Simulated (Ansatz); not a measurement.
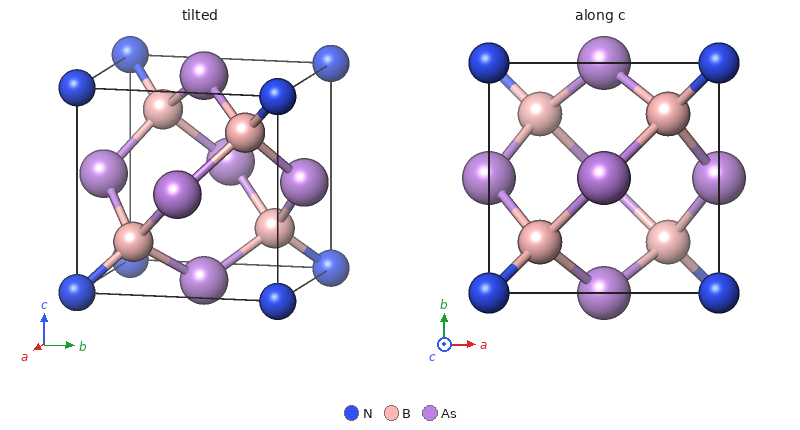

Ball-and-stick representation of a periodic structure, projected slightly off an axis and along the c axis. The lines enclose the conventional unit cell; boundary atoms appear with their images.

B$_{4}$As$_{3}$N, space group P-43m (No. 215), a = 4.515 Å, b = 4.515 Å, c = 4.515 Å, α = 90.00°, β = 90.00°, γ = 90.00°. It goes back to a structure type filled with these elements by a generator (whether the compound takes this form wasn't checked). Earlier steps of the study, as a rule a relaxation of our own, may have changed the cell and positions, so they can lie some per cent off the listed ones. Ansatz was used for an electronic-structure calculation on it.

This one geometry was computed with Ansatz (DFT, plane waves, PAW) at five levels of theory: PBE with spin-orbit coupling, r2SCAN, HSE06, PBE0 and PBE. It was relaxed beforehand with r2SCAN.

Q: Which level gives the highest pressure at this volume, and what does that say about its equilibrium volume?

A: Highest: PBE with spin-orbit coupling (2.2 GPa) and PBE (2.2 GPa), which points to the largest equilibrium volume. Lowest, with the smallest volume: HSE06 (-1.7 GPa) and PBE0 (-1.8 GPa). Levels within 0.5 GPa of each other can't be told apart.

Q: How does the band gap change with the level of theory?

A: PBE with spin-orbit coupling: a gap of 0.17 eV, indirect; PBE: a gap of 0.24 eV, indirect; r2SCAN: a gap of 0.30 eV, indirect; HSE06: a gap of 0.96 eV, indirect; PBE0: a gap of 1.65 eV, indirect.

Q: Collect the results in a table.

A:
| level | cutoff (eV) | k-mesh of the run's cell | gap (eV) | pressure (GPa) |
| --- | --- | --- | --- | --- |
| PBE with spin-orbit coupling | 420 | 6×6×6 | 0.17 | 2.2 |
| r2SCAN | 500 | 6×6×6 | 0.30 | 0.0 |
| HSE06 | 420 | 4×4×4 | 0.96 | -1.7 |
| PBE0 | 420 | 4×4×4 | 1.65 | -1.8 |
| PBE | 420 | 6×6×6 | 0.24 | 2.2 |

Gaps are taken on the k-mesh or band path of each run.
